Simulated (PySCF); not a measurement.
# GaH3O2 (SMILES [OH][GaH][OH]) at MP2/6-311G(d,p)

What is the vertical ionisation energy of GaH3O2 at MP2/6-311G**? The job is set up through a Python script.

Program for the calculation: PySCF 2.14.0.

### 1 The structure to begin with

The species is GaH3O2 (6 atoms), meant as a singlet with charge 0. As SMILES, `[OH][GaH][OH]`. Geometry: a GFN2-xTB relaxation, a rough one for these elements and not checked as a minimum. This is one conformer, not always the lowest.

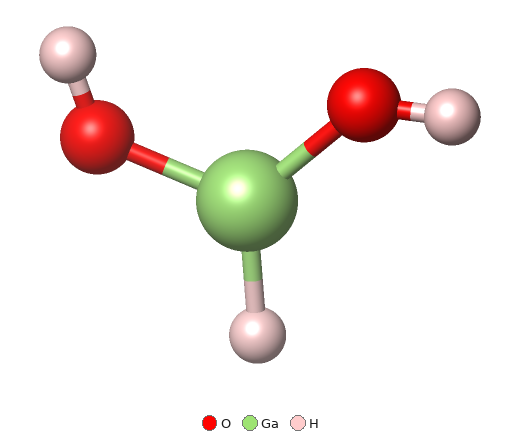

The structure, seen from a chosen angle (oxygen red, gallium green, hydrogen pink).

### 2 The energy at MP2/6-311G(d,p)

The input, calc.py:

```python
# [OH][GaH][OH]
from pyscf import gto, scf, mp

system = gto.M(
    atom=[
    ('O', (-1.254040, -0.563290, -0.429550)),
    ('Ga', (0.154520, 0.409590, -0.188950)),
    ('O', (1.305530, -0.139690, 0.962070)),
    ('H', (-2.019770, -0.487170, -0.991090)),
    ('H', (0.530990, 1.703340, -0.861870)),
    ('H', (1.282770, -0.922790, 1.509390)),
],
    spin=0,
    max_memory=1860,
    verbose=3,
    basis='6-311g**',
)

mf = scf.RHF(system)
mf.conv_tol = 1e-10
mf.kernel()
if not mf.converged:
    mf = mf.newton().run(mf.mo_coeff, mf.mo_occ)

pt = mp.MP2(mf, frozen=11).run()
etot = pt.e_tot
print('Final energy', etot)
```

Command:

```console
OMP_NUM_THREADS=1 python calc.py
```

What it wrote:

```text
converged SCF energy = -2074.76786186525
E(RMP2) = -2075.40897653422  E_corr = -0.641114668977039
E(SCS-RMP2) = -2075.37899782261  E_corr = -0.611135957367855
Final energy -2075.4089765342223
```

Wall time 2.8 s (1 thread of Arm Neoverse V1, shared host); peak memory 0.25 GiB.

### 3 The doublet cation

The input, calc.py:

```python
from pyscf import gto, mp

molecule = gto.M(
    atom=[
    ('O', (-1.254040, -0.563290, -0.429550)),
    ('Ga', (0.154520, 0.409590, -0.188950)),
    ('O', (1.305530, -0.139690, 0.962070)),
    ('H', (-2.019770, -0.487170, -0.991090)),
    ('H', (0.530990, 1.703340, -0.861870)),
    ('H', (1.282770, -0.922790, 1.509390)),
],
    spin=1,
    basis='6-311g**',
    verbose=3,
    charge=1,
    max_memory=1860,
)

calc0 = molecule.UHF()
calc0.conv_tol = 1e-10
calc0.kernel()
if not calc0.converged:
    calc0 = calc0.newton().run(calc0.mo_coeff, calc0.mo_occ)

pt = mp.MP2(calc0, frozen=11).run()
etot = pt.e_tot
print(f'total energy: {etot:.8f} hartree')
```

Command:

```console
OMP_NUM_THREADS=1 python calc.py
```

What it wrote:

```text
converged SCF energy = -2074.38820737051  <S^2> = 0.76992091  2S+1 = 2.0198227
E(UMP2) = -2074.97843901711  E_corr = -0.590231646603355
E(SCS-UMP2) = -2074.95168724949  E_corr = -0.563479878989323
total energy: -2074.97843902 hartree
```

Wall time 7.2 s (1 thread of Arm Neoverse V1, shared host); peak memory 0.27 GiB.

### 4 What came out

At MP2/6-311G**, 11 core orbitals frozen:

| quantity | value |
| --- | --- |
| singlet GaH3O2: total energy | -2075.40898 Eh |
| singlet GaH3O2: dipole moment (Hartree–Fock density) | 1.71 D |
| singlet GaH3O2: HOMO energy (Hartree–Fock orbitals) | -12.50 eV |
| singlet GaH3O2: LUMO energy (Hartree–Fock orbitals) | 2.01 eV |
| singlet GaH3O2: HOMO–LUMO gap (Hartree–Fock orbitals) | 14.51 eV |
| singlet GaH3O2: correlation energy (11 core orbitals frozen) | -641.1 mEh |
| doublet cation: total energy | -2074.97844 Eh |
| doublet cation: HOMO energy (Hartree–Fock orbitals) (highest over α and β) | -18.44 eV |
| doublet cation: LUMO energy (Hartree–Fock orbitals) (lowest over α and β) | -8.11 eV |
| doublet cation: correlation energy (11 core orbitals frozen) | -590.2 mEh |
| doublet cation: ⟨S²⟩ of the reference determinant | 0.770 |
| vertical ionisation energy (to the doublet cation) | 11.716 eV |

What this shows: Removing an electron at fixed nuclei costs 11.72 eV (270 kcal/mol). Mulliken charges (doublet cation) of the mean-field density run from -0.75 on O3 to +1.28 on Ga2.
